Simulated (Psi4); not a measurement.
# One shape, several levels: C3HF3 (3,3,3-trifluoroprop-1-yne)

Wanted: a comparison of 6 runs (BLYP/cc-pVDZ, M06-L/cc-pVDZ, PBE0/cc-pVDZ, TPSS/cc-pVDZ, r2SCAN/cc-pVDZ, revPBE/cc-pVDZ) of C3HF3 (3,3,3-trifluoroprop-1-yne). 

The calculation is run with Psi4 1.11.

4 further runs of the same task are left out: 4 that didn't finish. Runs told in other sessions of the task aren't counted.

### 1 The system as given

C3HF3: 7 atoms, total charge 0, spin state singlet. SMILES: `C#CC(F)(F)F`. The C3–F6 distance was set to 1.735 Å, away from the relaxed value.

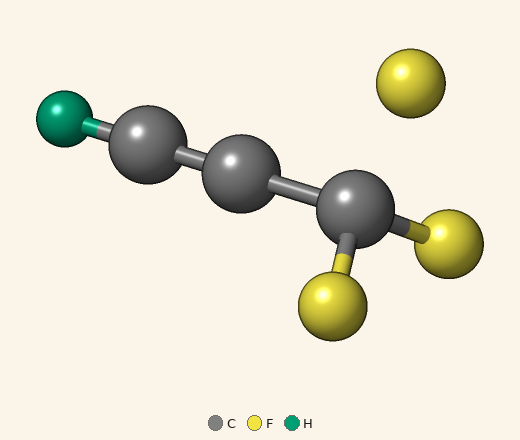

Viewed from a chosen angle; carbon grey, fluorine yellow, hydrogen teal.

### 2 The energy at BLYP/cc-pVDZ (run 1)

calc.py

```python
import psi4

psi4.set_memory('2200 MB')
psi4.set_num_threads(1)
psi4.set_output_file('run.log', False)

molecule = psi4.geometry("""
0 1
C      2.42597560    -2.65097584    -0.56493929
C      0.81921706    -1.06464524    -0.63871420
C     -1.14483199     0.87430825    -0.72870296
F     -3.37537022    -0.11562478    -1.36850753
F     -0.58585100     2.66127107    -2.41953541
F     -1.50229447     2.33628731     2.18518480
H      3.85810454    -4.06481223    -0.49923352
units bohr
symmetry c1
""")

options = {'basis': 'cc-pVDZ', 'reference': 'rks', 'puream': True, 'e_convergence': 1e-09, 'd_convergence': 1e-08, 'scf_type': 'pk', 'dft_radial_points': 99, 'dft_spherical_points': 590}
psi4.set_options(options)

e, wfn = psi4.energy('BLYP', return_wfn=True)
psi4.oeprop(wfn, 'QUADRUPOLE', 'LOWDIN_CHARGES', 'WIBERG_LOWDIN_INDICES')
print(f'BLYP energy: {e:.10f} Eh')
for k, v in sorted(psi4.core.scalar_variables().items()):
    print(f'{k:45s} {v:18.10f}')
```

Started as:

```sh
$ python calc.py
```

run.log:

```text
[...]
  Running in c1 symmetry.
[...]
  Nuclear repulsion =  218.459156839263983
[...]
  Multiplicity = 1
[...]
  Nalpha       = 23
  Nbeta        = 23
[...]
    Number of basis functions: 89
[...]
   @RKS iter   1:  -414.02746181726820   -3.47492e-01   7.90347e-03 ADIIS/DIIS
[...]
   @RKS iter  13:  -414.28448527294046   -1.70530e-13   7.77634e-10 DIIS
[...]
    Orbital Energies [Eh]
    ---------------------
    Doubly Occupied:
       1A    -24.365219     2A    -24.365191     3A    -24.267591
       4A    -10.190227     5A     -9.976436     6A     -9.971830
       7A     -1.204521     8A     -1.140603     9A     -0.994741
      10A     -0.738217    11A     -0.660362    12A     -0.561028
      13A     -0.534255    14A     -0.499375    15A     -0.488995
      16A     -0.397856    17A     -0.397664    18A     -0.375966
      19A     -0.342485    20A     -0.300533    21A     -0.292486
      22A     -0.283741    23A     -0.278875
[...]
  @RKS Final Energy:  -414.28448527294046
   => Energetics <=
    Nuclear Repulsion Energy =            218.4591568392639829
    One-Electron Energy =               -1005.8688346575981996
    Two-Electron Energy =                 420.9493515497780436
    DFT Exchange-Correlation Energy =     -47.8241590043842990
    Empirical Dispersion Energy =           0.0000000000000000
    VV10 Nonlocal Energy =                  0.0000000000000000
    Total Energy =                       -414.2844852729404579
[...]
 Multipole Moments:
 ------------------------------------------------------------------------------------
     Multipole            Electronic (a.u.)      Nuclear  (a.u.)        Total (a.u.)
 ------------------------------------------------------------------------------------
 L = 1.  Multiply by 2.5417464519 to convert [e a0] to [Debye]
 Dipole X            :         -3.1632787            3.8454341            0.6821553
 Dipole Y            :          2.9837317           -3.8723206           -0.8885889
 Dipole Z            :         -0.5127781           -0.0243606           -0.5371386
 Magnitude           :                                                    1.2423542
 L = 2.  Multiply by 1.3450342976 to convert [e a0^2] to [Debye ang]
 Quadrupole XX       :       -185.4590534          165.0866232          -20.3724302
 Quadrupole XY       :         88.5840894          -91.7086419           -3.1245525
[...]
```

On the terminal:

```text
BLYP energy: -414.2844852729 Eh
CURRENT ENERGY                                   -414.2844852729
CURRENT REFERENCE ENERGY                         -414.2844852729
DD SOLVATION ENERGY                                 0.0000000000
DFT FUNCTIONAL TOTAL ENERGY                      -414.2844852729
DFT TOTAL ENERGY                                 -414.2844852729
DFT VV10 ENERGY                                     0.0000000000
DFT XC ENERGY                                     -47.8241590044
GRID ELECTRONS ALPHA                               23.0000001231
GRID ELECTRONS BETA                                23.0000001231
GRID ELECTRONS TOTAL                               46.0000002462
NUCLEAR REPULSION ENERGY                          218.4591568393
ONE-ELECTRON ENERGY                             -1005.8688346576
PCM POLARIZATION ENERGY                             0.0000000000
PE ENERGY                                           0.0000000000
SCF ITERATION ENERGY                             -414.2844852729
SCF ITERATIONS                                     13.0000000000
SCF TOTAL ENERGY                                 -414.2844852729
TWO-ELECTRON ENERGY                               420.9493515498
XC GRID RADIAL POINTS                              99.0000000000
XC GRID SPHERICAL POINTS                          590.0000000000
XC GRID TOTAL POINTS                           388970.0000000000
```

Run time: 13 s. Hardware: 1 thread of Intel Xeon Platinum 8488C (Sapphire Rapids), shared host; peak memory 1.2 GiB.

### 3 A single-point energy at M06-L/cc-pVDZ (run 2)

c3hf3.xyz

```xyz
7
C3HF3
C      1.283771    -1.402836    -0.298953
C      0.433511    -0.563386    -0.337993
C     -0.605819     0.462664    -0.385613
F     -1.786169    -0.061186    -0.724183
F     -0.310019     1.408284    -1.280363
F     -0.794980     1.236310     1.156350
H      2.041621    -2.151006    -0.264183
```

c3hf3.py

```python
import psi4

psi4.set_memory('2200 MB')
psi4.set_num_threads(1)
psi4.set_output_file('output.dat', False)

with open('c3hf3.xyz') as f:
    atoms = ''.join(f.readlines()[2:])
m = psi4.geometry('0 1\n' + atoms + 'symmetry c1')

psi4.set_options({
    'reference': 'rks',
    'puream': True,
    'e_convergence': 1e-09,
    'd_convergence': 1e-08,
    'scf_type': 'pk',
    'dft_radial_points': 99,
    'dft_spherical_points': 590,
})

result, w = psi4.energy("m06-l/cc-pVDZ", molecule=m, return_wfn=True)
psi4.oeprop(w, "MAYER_INDICES", "WIBERG_LOWDIN_INDICES", "QUADRUPOLE")
print('E =', round(result, 9))
```

Started as:

```sh
$ python c3hf3.py
```

output.dat:

```text
[...]
  Running in c1 symmetry.
[...]
  Nuclear repulsion =  218.459156736790419
[...]
  Multiplicity = 1
[...]
  Nalpha       = 23
  Nbeta        = 23
[...]
    Number of basis functions: 89
[...]
   @RKS iter   1:  -414.08368218419832   -5.02648e-01   7.29743e-03 DIIS/ADIIS
[...]
   @RKS iter  12:  -414.29368008905692   -5.11591e-12   4.61522e-09 DIIS
[...]
    Orbital Energies [Eh]
    ---------------------
    Doubly Occupied:
       1A    -24.582812     2A    -24.582800     3A    -24.482457
       4A    -10.343698     5A    -10.119036     6A    -10.115579
       7A     -1.303932     8A     -1.243521     9A     -1.092035
      10A     -0.789301    11A     -0.705320    12A     -0.597360
      13A     -0.570524    14A     -0.521468    15A     -0.519119
      16A     -0.430546    17A     -0.428255    18A     -0.407666
      19A     -0.368812    20A     -0.326239    21A     -0.319303
      22A     -0.309897    23A     -0.305433
[...]
  @RKS Final Energy:  -414.29368008905692
   => Energetics <=
    Nuclear Repulsion Energy =            218.4591567367904190
    One-Electron Energy =               -1005.6462180845154535
    Two-Electron Energy =                 420.7379252240033338
    DFT Exchange-Correlation Energy =     -47.8445439653352125
    Empirical Dispersion Energy =           0.0000000000000000
    VV10 Nonlocal Energy =                  0.0000000000000000
    Total Energy =                       -414.2936800890569202
[...]
 Multipole Moments:
 ------------------------------------------------------------------------------------
     Multipole            Electronic (a.u.)      Nuclear  (a.u.)        Total (a.u.)
 ------------------------------------------------------------------------------------
 L = 1.  Multiply by 2.5417464519 to convert [e a0] to [Debye]
 Dipole X            :         -3.1169983            3.8454341            0.7284357
 Dipole Y            :          2.9317722           -3.8723206           -0.9405484
 Dipole Z            :         -0.5272227           -0.0243606           -0.5515833
 Magnitude           :                                                    1.3112948
 L = 2.  Multiply by 1.3450342976 to convert [e a0^2] to [Debye ang]
 Quadrupole XX       :       -185.3434524          165.0866234          -20.2568290
 Quadrupole XY       :         88.3148991          -91.7086420           -3.3937428
[...]
```

On the terminal:

```text
E = -414.293680089
```

It took 28 s on 1 thread of Intel Xeon Platinum 8488C (Sapphire Rapids), shared host; peak memory 1.4 GiB.

### 4 A single-point energy at PBE0/cc-pVDZ (run 3)

run.py

```python
import psi4

psi4.set_memory('2200 MB')
psi4.set_num_threads(1)
psi4.core.set_output_file('psi4.out', False)

molecule = psi4.geometry("""
0 1
C      1.283771    -1.402836    -0.298953
C      0.433511    -0.563386    -0.337993
C     -0.605819     0.462664    -0.385613
F     -1.786169    -0.061186    -0.724183
F     -0.310019     1.408284    -1.280363
F     -0.794980     1.236310     1.156350
H      2.041621    -2.151006    -0.264183
symmetry c1
""")

psi4.set_options({
    'puream': True,
    'e_convergence': 1e-09,
    'd_convergence': 1e-08,
    'scf_type': 'pk',
    'dft_radial_points': 99,
    'dft_spherical_points': 590,
})

energy_value, wavefunction = psi4.energy('pbe0/cc-pVDZ', molecule=molecule, return_wfn=True)
psi4.oeprop(wavefunction, 'DIPOLE', 'MAYER_INDICES', 'WIBERG_LOWDIN_INDICES', title='PBE0')
print(f'total energy {energy_value:.8f} hartree = {energy_value * 27.211386:.5f} eV')
```

Started as:

```sh
$ python run.py
```

psi4.out:

```text
[...]
  Running in c1 symmetry.
[...]
  Nuclear repulsion =  218.459156736790419
[...]
  Multiplicity = 1
[...]
  Nalpha       = 23
  Nbeta        = 23
[...]
    Number of basis functions: 89
[...]
   @RKS iter   1:  -413.73517769554940   -6.12886e-01   7.01703e-03 ADIIS/DIIS
[...]
   @RKS iter  12:  -413.91681101866237   -3.97904e-13   3.13770e-09 DIIS
[...]
    Orbital Energies [Eh]
    ---------------------
    Doubly Occupied:
       1A    -24.854386     2A    -24.854373     3A    -24.755549
       4A    -10.523918     5A    -10.296905     6A    -10.290689
       7A     -1.359160     8A     -1.292425     9A     -1.143876
      10A     -0.851619    11A     -0.765383    12A     -0.654875
      13A     -0.626190    14A     -0.582535    15A     -0.578707
      16A     -0.491666    17A     -0.486224    18A     -0.467314
      19A     -0.418603    20A     -0.384312    21A     -0.380111
      22A     -0.350222    23A     -0.347680
[...]
  @RKS Final Energy:  -413.91681101866237
   => Energetics <=
    Nuclear Repulsion Energy =            218.4591567367904190
    One-Electron Energy =               -1005.5809657752307658
    Two-Electron Energy =                 409.1779096108433578
    DFT Exchange-Correlation Energy =     -35.9729115910653974
    Empirical Dispersion Energy =           0.0000000000000000
    VV10 Nonlocal Energy =                  0.0000000000000000
    Total Energy =                       -413.9168110186623721
[...]
 Multipole Moments:
 ------------------------------------------------------------------------------------
     Multipole            Electronic (a.u.)      Nuclear  (a.u.)        Total (a.u.)
 ------------------------------------------------------------------------------------
 L = 1.  Multiply by 2.5417464519 to convert [e a0] to [Debye]
 Dipole X            :         -3.0820099            3.8454341            0.7634242
 Dipole Y            :          2.8967891           -3.8723206           -0.9755315
 Dipole Z            :         -0.5267803           -0.0243606           -0.5511408
 Magnitude           :                                                    1.3558150
[...]
```

On the terminal:

```text
total energy -413.91681102 hartree = -11263.25012 eV
```

It took 14 s on 1 thread of Intel Xeon Platinum 8488C (Sapphire Rapids), shared host; peak memory 1.1 GiB.

Runs 4 to 5 aren't shown in full; the table further down has their settings and results.

### 5 The energy at revPBE/cc-pVDZ (run 6)

input.dat

```
memory 2200 mb

molecule mol {
  C      1.283771    -1.402836    -0.298953
  C      0.433511    -0.563386    -0.337993
  C     -0.605819     0.462664    -0.385613
  F     -1.786169    -0.061186    -0.724183
  F     -0.310019     1.408284    -1.280363
  F     -0.794980     1.236310     1.156350
  H      2.041621    -2.151006    -0.264183
  symmetry c1
}

set basis cc-pVDZ
set puream true
set e_convergence 1e-09
set d_convergence 1e-08
set scf_type pk
set dft_radial_points 99
set dft_spherical_points 590

e_tot, wfn = energy('revpbe', return_wfn=True)
oeprop(wfn, 'MAYER_INDICES', 'QUADRUPOLE', 'MULLIKEN_CHARGES')
print_variables()
```

Started as:

```sh
$ psi4 -n 1 input.dat output.dat
```

output.dat:

```text
[...]
  Running in c1 symmetry.
[...]
  Nuclear repulsion =  218.459156736790419
[...]
  Multiplicity = 1
[...]
  Nalpha       = 23
  Nbeta        = 23
[...]
    Number of basis functions: 89
[...]
   @RKS iter   1:  -413.99438480441518   -3.79480e-01   7.35291e-03 DIIS/ADIIS
[...]
   @RKS iter  12:  -414.21977966775006   -1.17666e-11   7.58739e-09 DIIS
[...]
  @RKS Final Energy:  -414.21977966775006
   => Energetics <=
    Nuclear Repulsion Energy =            218.4591567367904190
    One-Electron Energy =               -1005.7267346950350202
    Two-Electron Energy =                 420.7879515581591363
    DFT Exchange-Correlation Energy =     -47.7401532676646028
    Empirical Dispersion Energy =           0.0000000000000000
    VV10 Nonlocal Energy =                  0.0000000000000000
    Total Energy =                       -414.2197796677500605
[...]
 Multipole Moments:
 ------------------------------------------------------------------------------------
     Multipole            Electronic (a.u.)      Nuclear  (a.u.)        Total (a.u.)
 ------------------------------------------------------------------------------------
 L = 1.  Multiply by 2.5417464519 to convert [e a0] to [Debye]
 Dipole X            :         -3.1707571            3.8454341            0.6746770
 Dipole Y            :          2.9873582           -3.8723206           -0.8849623
 Dipole Z            :         -0.5230427           -0.0243606           -0.5474033
 Magnitude           :                                                    1.2401604
 L = 2.  Multiply by 1.3450342976 to convert [e a0^2] to [Debye ang]
 Quadrupole XX       :       -185.3729267          165.0866234          -20.2863033
 Quadrupole XY       :         88.5167419          -91.7086420           -3.1919000
[...]
  Mulliken Charges: (a.u.)
   Center  Symbol    Alpha    Beta     Spin     Total
       1     C     3.12824  3.12824  0.00000 -0.25648
       2     C     2.78115  2.78115  0.00000  0.43771
       3     C     2.86026  2.86026  0.00000  0.27947
       4     F     4.54155  4.54155  0.00000 -0.08309
       5     F     4.54155  4.54155  0.00000 -0.08309
       6     F     4.64181  4.64181  0.00000 -0.28362
       7     H     0.50545  0.50545  0.00000 -0.01089
   Total alpha = 23.00000, Total beta = 23.00000, Total charge =  0.00000
  Mayer Bond Indices:
[...]
```

Wall time 14 s (1 thread of Intel Xeon Platinum 8488C (Sapphire Rapids), shared host); peak memory 1.2 GiB.

### 6 All runs side by side

```
run           level  energy (Eh)  dipole moment (D)  HOMO energy (eV)  LUMO energy (eV)  wall time
  1    BLYP/cc-pVDZ  -414.284485               3.16             -7.59             -2.63       13 s
  2   M06-L/cc-pVDZ  -414.293680               3.33             -8.31             -2.74       28 s
  3    PBE0/cc-pVDZ  -413.916811               3.45             -9.46             -1.87       14 s
  4    TPSS/cc-pVDZ  -414.389353               3.26             -7.89             -2.68       33 s
  5  r2SCAN/cc-pVDZ  -414.154576               3.38             -8.30             -2.76       30 s
  6  revPBE/cc-pVDZ  -414.219780               3.15             -7.69             -2.70       14 s
```

### 7 Results

| quantity | value |
| --- | --- |
| run 6: total energy | -414.21978 Eh |
| run 6: dipole moment | 3.15 D |
| run 6: HOMO energy | -7.69 eV |
| run 6: LUMO energy | -2.70 eV |
| run 6: HOMO–LUMO gap | 4.99 eV |

**Reading.** The dipole moment (its size) runs from 3.15 D (revPBE/cc-pVDZ) to 3.45 D (PBE0/cc-pVDZ). The HOMO–LUMO gap runs from 4.96 eV (BLYP/cc-pVDZ) to 7.59 eV (PBE0/cc-pVDZ). Totals of different functionals can't be ranked against each other. All runs together took 2.2 min, the longest 33 s.
